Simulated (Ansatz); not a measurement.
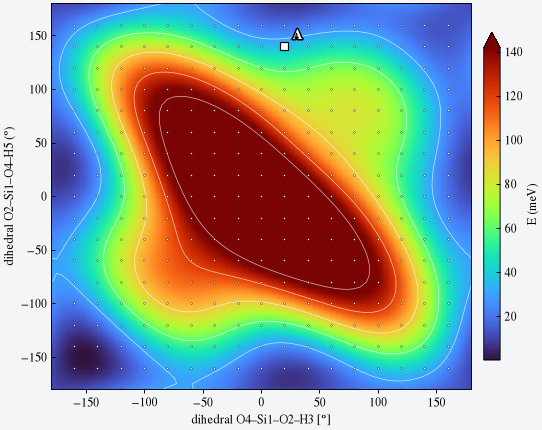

Si(OH)2Cl2. First axis: dihedral O4–Si1–O2–H3. Second axis: dihedral O2–Si1–O4–H5. Nothing is relaxed (all other coordinates rigid). The grid has 18 × 18 points; 188 points were computed and 136 follow by symmetry. All energies are given in meV relative to the relaxed molecule at the same level. Computed with RKS BHLYP-D4/def2-SVP (Ansatz 0.2.0).

The picture shows a smooth colour map with a few white contour lines, dots at the grid points, one colour for all values above the top of the scale, the point A. Between grid points the surface is interpolated.

Which way does the force act at A, and how strong is it?

A, at dihedral O4–Si1–O2–H3 = 20°, dihedral O2–Si1–O4–H5 = 140°, is not a stationary point. The computed force is 0.11 meV for each degree towards smaller values of dihedral O4–Si1–O2–H3 and 0.98 meV for each degree towards larger values of dihedral O2–Si1–O4–H5.
